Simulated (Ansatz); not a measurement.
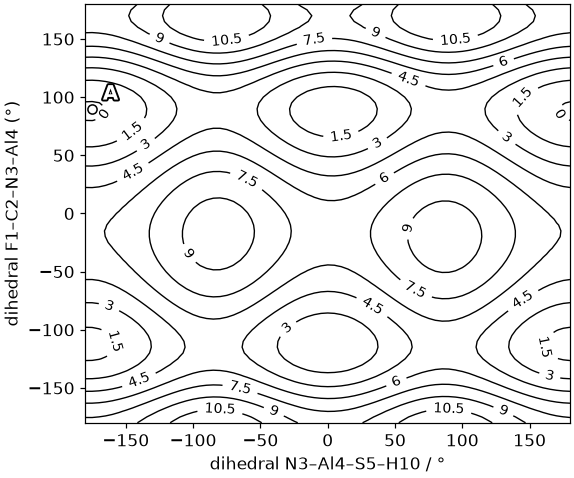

CH5AlFNS, SMILES FC[NH][AlH][SH]. First axis: dihedral N3–Al4–S5–H10. Second axis: dihedral F1–C2–N3–Al4. Nothing is relaxed (all other coordinates rigid). The grid has 18 × 18 points. Energies are in kcal/mol, from the lowest grid point. Method: Ansatz, RKS PBE0-D4/def2-SVP.

The picture shows contour lines labelled in kcal/mol (none above 10.5), the point A. Between grid points the surface is interpolated.

Question: What is the easiest way out of the well at A, and how high is the barrier?

Answer: The easiest path leads from the well at about dihedral N3–Al4–S5–H10 = −175°, dihedral F1–C2–N3–Al4 = 90° to the well at about dihedral N3–Al4–S5–H10 = 5°, dihedral F1–C2–N3–Al4 = 90°, about 0.63 kcal/mol higher (on a rigid scan; wells that are mirror images or exchange like atoms can differ by this much). Its highest point lies about 4 kcal/mol above the bottom of the first well on the interpolated surface, at about dihedral N3–Al4–S5–H10 = 90°, dihedral F1–C2–N3–Al4 = 90°. Seen from the upper well the barrier is about 3.3 kcal/mol. The start is the relaxed structure and all else is held, so a fully relaxed path at this level can only be lower.

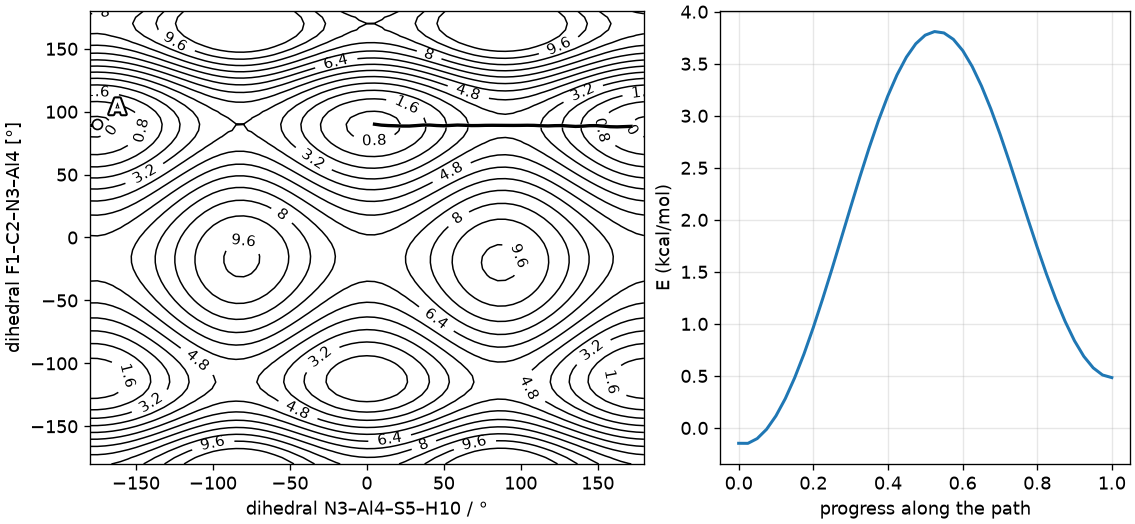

The picture shows contour lines labelled in kcal/mol (none above 10.4), a line along the lowest path, the energy along the path at the right. Between grid points the surface is interpolated.
